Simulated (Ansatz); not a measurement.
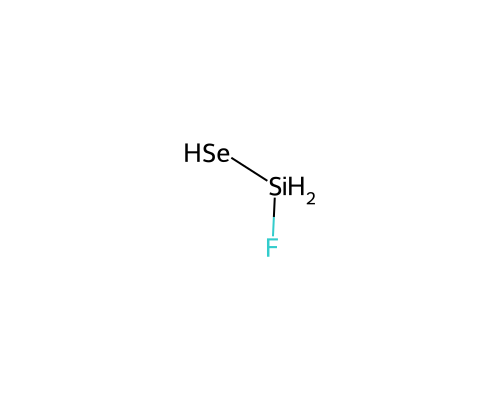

Skeletal drawing of a molecule.

> Give its SMILES.

F[SiH2][SeH]

> What is the molecular formula?

FH3SeSi.

> An optimisation with PBE0-D4/def2-TZVP gave a structure of which point group?

C1.

More results for the same structure follow; atom numbers are the same in all pictures, views and colours differ. The geometry was computed by an optimisation with PBE0-D4/def2-TZVP.

**Shape**

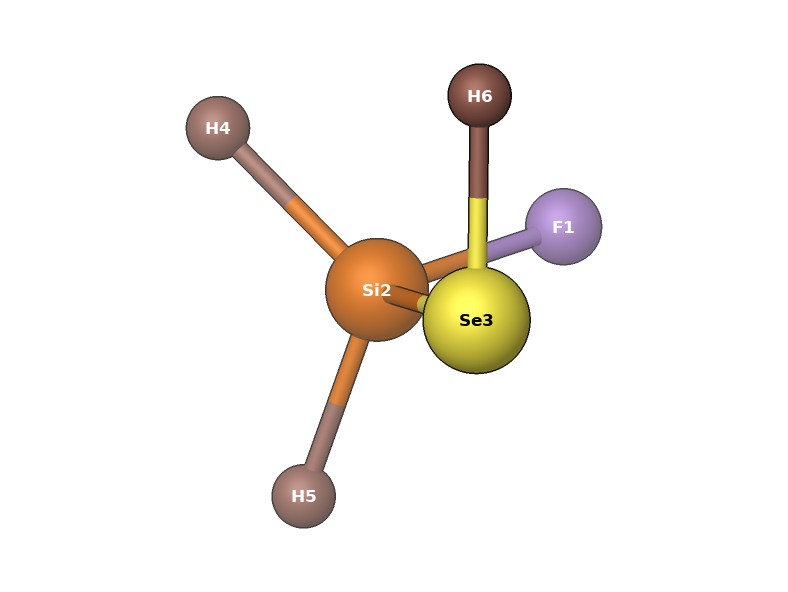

Si2 lies behind Se3. The molecule seen a little off the Se3–Si2 bond, Se3 in front. Depth is shown by fading: the farther an atom, the more it takes the colour of the background.

> What is the torsion angle H6–Se3–Si2–F1? The sign is positive where the front bond must turn clockwise to cover the back bond.

77°, synclinal (gauche).

**Levels of theory compared**

Program: Ansatz 0.2.0.

Tabulate HOMO–LUMO gap (eV), dipole (D) at these levels: B3LYP-D4/def2-TZVPP; PBE-D4/def2-TZVPP; r2SCAN-D4/def2-TZVPP; ωB97M-V/def2-TZVPP.

```csv
level,HOMO–LUMO gap (eV),dipole (D)
B3LYP-D4/def2-TZVPP,6.80,1.13
PBE-D4/def2-TZVPP,5.30,1.05
r2SCAN-D4/def2-TZVPP,5.90,1.09
ωB97M-V/def2-TZVPP,11.32,1.11
```

**Thermal motion**

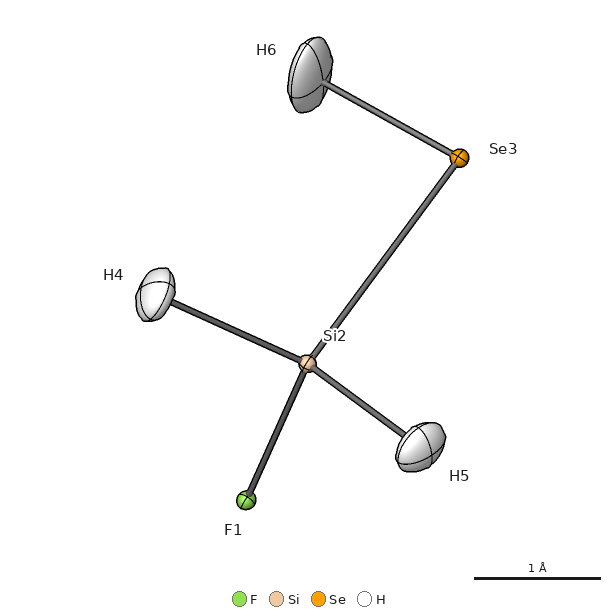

Displacement ellipsoids at the 50 % level, from the internal vibrations of the free molecule (harmonic, no overall translation or rotation; no half-axis is drawn under 0.075 Å). Vibrations computed with RKS PBE0-D4/def2-TZVP (Ansatz 0.2.0). Temperature: 0 K (zero-point motion alone).

> Which atom has the largest mean-square displacement?

H6, with U_eq = 0.0374 Å².

> Does H6 move more along its bond or across it?

Across it: the root-mean-square amplitude is 0.082 Å along the bond and up to 0.281 Å across, since bending and torsion are softer than stretching.

Give the displacement parameters, one line for each set of equivalent atoms.

```csv
atom,U_eq (Å²),rms amplitudes (Å)
F1,0.0012,"0.016, 0.024, 0.054"
Si2,0.00069,"0.017, 0.026, 0.033"
Se3,0.00011,"0.003, 0.007, 0.017"
H4,0.0168,"0.087, 0.137, 0.155"
H5,0.0168,"0.086, 0.137, 0.156"
H6,0.0374,"0.082, 0.164, 0.281"
```

**Charges**

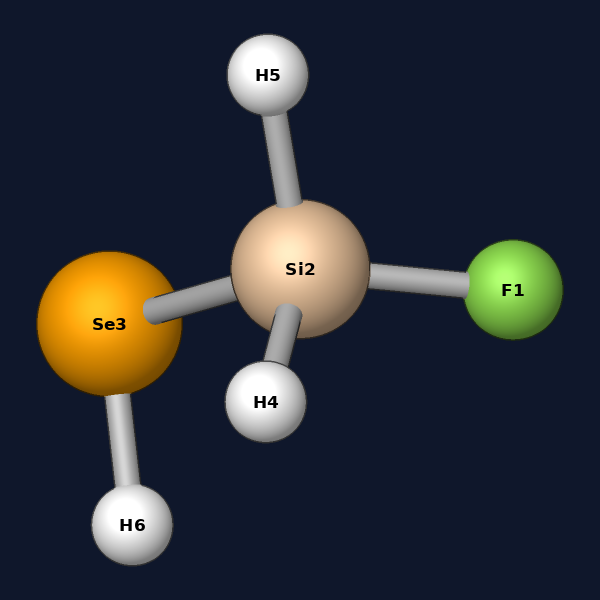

The questions are on Mulliken charges. Properties computed with RKS r2SCAN-D4/def2-TZVPP (Ansatz 0.2.0).

List the Mulliken charges.

| atom | value (e) |
| --- | --- |
| F1 | −0.32 |
| Si2 | 0.57 |
| Se3 | −0.18 |
| H4 | −0.07 |
| H5 | −0.07 |
| H6 | 0.07 |

Mulliken values depend strongly on the basis set and can even reverse the polarity of a bond.
